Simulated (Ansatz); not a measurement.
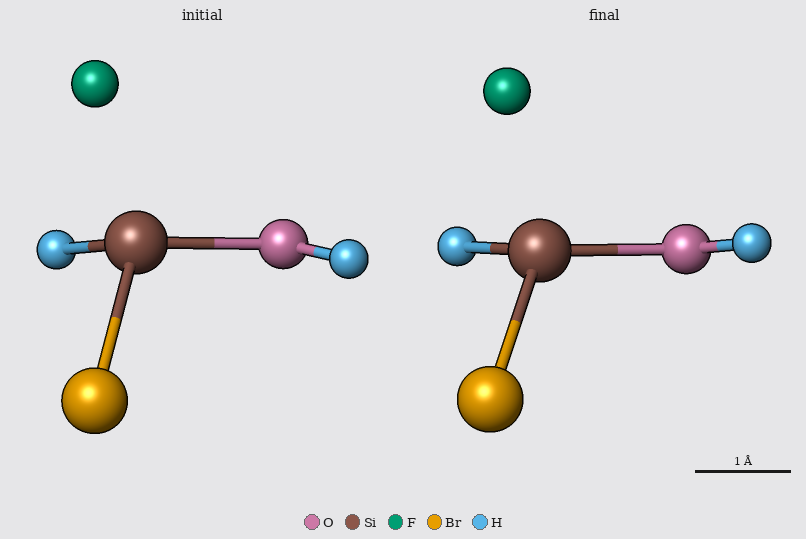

The structure of SiH₂OBrF before (left) and after (right) a constrained relaxation, at one scale.

A ball-and-stick model, seen at a tilt.

Computed with Ansatz 0.2.0, RKS PBE0-D4/def2-TZVP. Set-up: held fixed: the distance between atoms 2 (Si) and 3 (F), counting from 1; force threshold 0.005 eV/Å; at most 200 steps.

Question: Describe what moved and what it gained.

Answer: The largest move after the best rigid fit is that of an H atom, 0.17 Å. By element the largest moves are H 0.17 Å, F 0.12 Å, Si 0.09 Å, Br 0.08 Å, O 0.05 Å. Some distances before and after: Br–Si 2.205 → 2.177 Å, O–Si 1.618 → 1.607 Å. Among the angles between lasting bonds that change: O–Si–Br 111.2° → 114.8°, Br–Si–H 111.1° → 113.9°, O–Si–H 108.1° → 110.2°. The energy falls by 0.046 eV in 8 accepted moves (9 points after the start). Largest force component: 0.44 eV/Å at the start, 0.0037 eV/Å at the end. The line search rejected the trial step at point 6 of the run.
